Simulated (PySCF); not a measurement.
```yaml
atoms:
  - { symbol: F, position_ang: [-3.0136, -3.3573, -3.7655] }
  - { symbol: Si, position_ang: [-1.9254, -2.7122, -2.7312] }
  - { symbol: Si, position_ang: [0.2103, -3.4794, -2.6014] }
  - { symbol: Si, position_ang: [-0.1107, -1.5529, -3.4593] }
  - { symbol: H, position_ang: [-2.7671, -2.3297, -1.5615] }
  - { symbol: H, position_ang: [1.1702, -4.5706, -2.2504] }
  - { symbol: H, position_ang: [0.4686, -0.3540, -4.1393] }
```

Geometry: PBE0-D3(BJ)/def2-SVP.

Level of theory: Gaussian-basis quantum chemistry of an isolated molecule with PySCF, energy and nuclear gradient, functional PBE0 in PySCF.

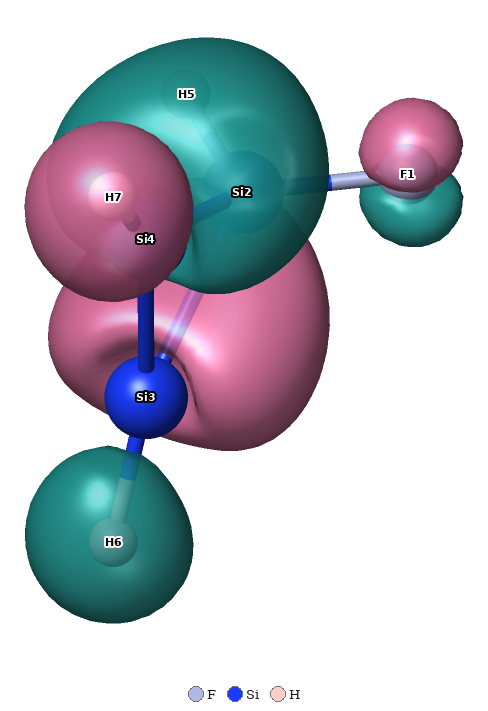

FH₃Si₃ (SMILES F[SiH]1[SiH]=[SiH]1). The HOMO−1 at ±0.1 Å⁻³ᐟ² (teal and pink are the two phases), seen at an oblique angle.

> Where does this orbital lie, and at what energy?

Its weight (Hirshfeld) is mainly on Si2 (about 30 %), Si3 (about 25 %), Si4 (about 25 %), H6 (about 5 %) and H7 (about 5 %). Its energy is −7.54 eV.
